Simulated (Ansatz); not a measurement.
# KTaO3 (Pm-3m): refractive index against wavelength

The refractive index of KTaO3 (Pm-3m) below the direct gap (2.83 eV on the mesh) is read from one computed spectrum, n = √(Re ε).

Cell: a, b, c = 3.988, 3.988, 3.988 Å (primitive vectors), 5 atoms.

Method: Ansatz 0.2.0, PBE, independent particles, k-mesh 8×8×8 with interpolation inside its cells, Gaussian parameter 0.1 eV.

Launch of the response step: `ansatz run input.yaml --threads 4 --pin off --max-ram 8192MiB --backend cpu --events-out ev --progress --plain --runs-dir out`. The run took 9 s, on 4 threads of Intel(R) Xeon(R) Platinum 8488C (Sapphire Rapids) (shared host).

| wavelength (nm) | photon energy E (eV) | n |
| --- | --- | --- |
| 2000 | 0.620 | 2.3488 |
| 1550 | 0.800 | 2.3570 |
| 1310 | 0.946 | 2.3654 |
| 1064 | 1.165 | 2.3814 |
| 850 | 1.459 | 2.4099 |
| 700 | 1.771 | 2.4521 |
| 633 | 1.959 | ? |

In the single-oscillator model n² − 1 = E₀E_d/(E₀² − E²), so 1/(n² − 1) = E₀/E_d − E²/(E₀E_d) is linear in E².

Working, on the rows shown:

| x = E² (eV²) | y = 1/(n² − 1) |
| --- | --- |
| 0.384302 | 0.221393 |
| 0.639837 | 0.219517 |
| 0.895757 | 0.217622 |
| 1.35784 | 0.214084 |
| 2.12762 | 0.208003 |
| 3.13716 | 0.19949 |

Means: x̄ = 1.4238, ȳ = 0.21335. Σ(x − x̄)(y − ȳ) = -0.04301, Σ(x − x̄)² = 5.409. Slope = -0.04301 / 5.409 = -0.007951; intercept = ȳ − slope · x̄ = 0.22467. Turned back into n, the line misses the rows shown by at most 0.0012.

Problem. Predict the last column of the withheld row from the fit.

Solution. At x = 3.8364 the line gives y = 0.19417, that is 2.4800. The run gave 2.4853, so the extrapolation is off by 0.0053, 4 % of the range in the table.

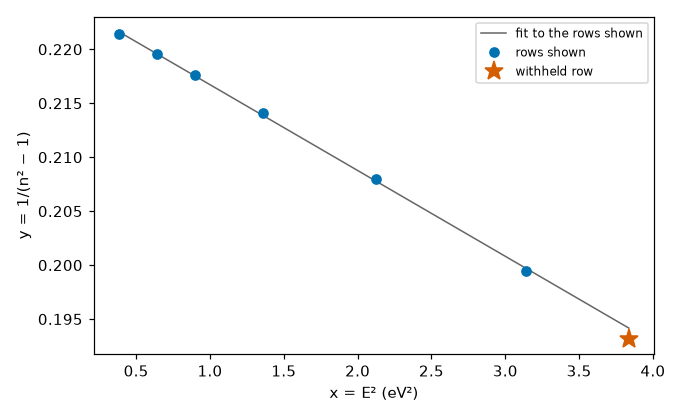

Refitted with all rows, the slope is -0.008149 and the intercept 0.22488. These give E₀ = √(intercept/−slope) = 5.25 eV and E_d = E₀/intercept = 23.4 eV; E₀ is 1.9 times the direct gap. The electronic limit at long wavelengths, without lattice vibrations, is n = √(1 + 1/intercept) = 2.334. Excitons are left out and so are local fields; PBE gaps are as a rule too small. Spin-orbit coupling is left out.
